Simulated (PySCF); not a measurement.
C$_{4}$H$_{7}$Br, SMILES `C=C(C)CBr`.

PySCF calculation, B3LYP/6-311G**, gas phase; geometry: GFN2-xTB. No frequency check shows the geometry to be a minimum. GFN2-xTB bond lengths at metals and heavier atoms can be off by up to 0.1 Å and shapes distorted, which carries into these values. Without diffuse functions Rydberg states are missing, so the states' numbers hold for this basis only.

Geometry (Å), atoms numbered from 1:

```
C1       2.2708   -1.0571    0.4198
C2       1.5193   -0.1080   -0.1180
C3       1.8160    1.3525    0.0120
C4       0.2878   -0.4449   -0.8898
Br5     -1.3321    0.0191    0.1413
H6       2.0299   -2.1025    0.3233
H7       3.1622   -0.8226    0.9752
H8       0.9748    1.8657    0.4781
H9       1.9722    1.7965   -0.9714
H10      2.7036    1.5168    0.6158
H11      0.2065   -1.5096   -1.0995
H12      0.2098    0.1321   -1.8108
```

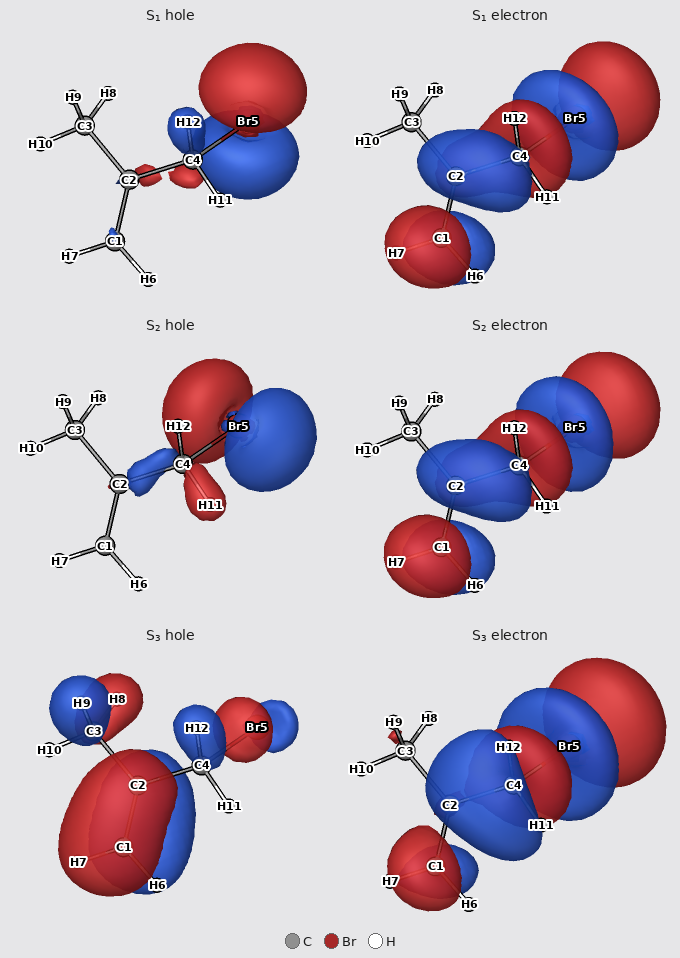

Leading natural transition orbitals (TDA singlet states).

Describe these excited states.

By state:
- S₁: 5.51 eV (225 nm), f = 0.011; the leading pair carries 99 %; hole on Br5 (86 %), electron on Br5 (39 %), C4 (23 %) and C1 (16 %); their centroids lie 1.3 Å apart; S₂ lies within 0.1 eV of it.
- S₂: 5.58 eV (222 nm), f = 0.004; the leading pair carries 100 %; hole on Br5 (86 %), electron on Br5 (38 %), C4 (23 %) and C1 (16 %); their centroids lie 1.3 Å apart; S₁ lies within 0.1 eV of it.
- S₃: 6.17 eV (201 nm), f = 0.195 (bright); the leading pair carries 95 %; hole on C1 (38 %), C2 (29 %) and Br5 (9 %), electron on Br5 (45 %), C4 (28 %) and C1 (7 %); their centroids lie 1.9 Å apart.

Run time: 9.2 min on 1 thread of AMD EPYC (Zen 3), on a shared host, peak memory 0.82 GiB.
